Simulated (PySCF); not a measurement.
Formate, SMILES O=C[O-] (charge -1) at its PBE0/def2-SVP optimised geometry (Å):

```
4

O     -1.0314     0.9984     0.0000
C     -0.2110     0.0655     0.0000
O      1.0314     0.0655     0.0000
H     -0.6922    -0.9984     0.0000
```

Calculation: PBE0/def2-TZVPD (PySCF). Cells within 0.4 Å of a nucleus heavier than hydrogen are left out (blank, or x).

Map of the Laplacian of the electron density (e/bohr⁵), clipped to [-1.50, 1.50] on the plane z = 0.0 Å:

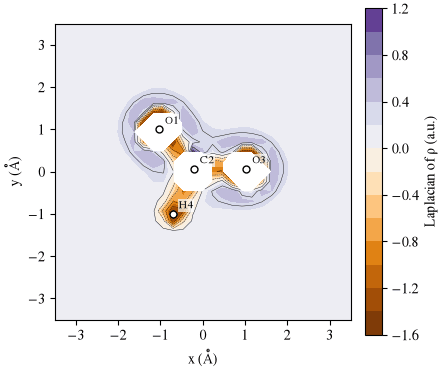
Figure. Laplacian of the electron density (e/bohr⁵), clipped to [-1.50, 1.50] on the plane z = 0.0 Å.
